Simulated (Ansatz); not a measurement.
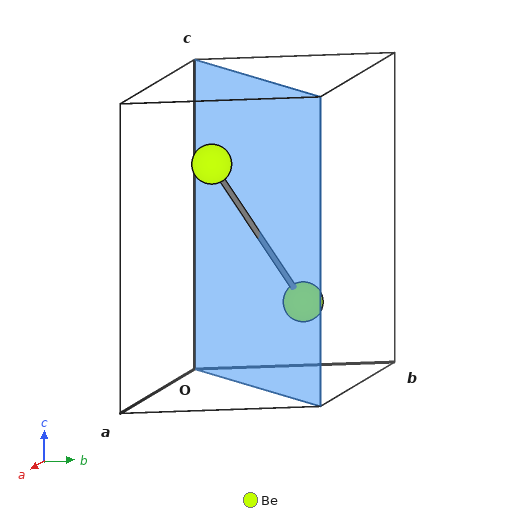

For Be, the input geometry of an electronic-structure calculation (not necessarily at equilibrium): every member of one family of equally spaced planes, hx + ky + lz = a whole number, that cuts the unit cell is shaded (one member passes through the origin O). All values are computed from the atomic coordinates in the standard setting (tolerance 0.002 Å).

a = 2.230 Å, b = 2.230 Å, c = 3.508 Å, α = 90.00°, β = 90.00°, γ = 120.00°.

What are the Miller indices?

Answer. (1 −1 0), in four indices (1 −1 0 0); the opposite sign names the same planes. The member next to the origin meets the axes a at 1, b at −1, c never.

What is the spacing?

Answer. d = 1.931 Å.

Which atoms of the cell lie in these planes (within 0.03 Å)?

Answer. No atom.
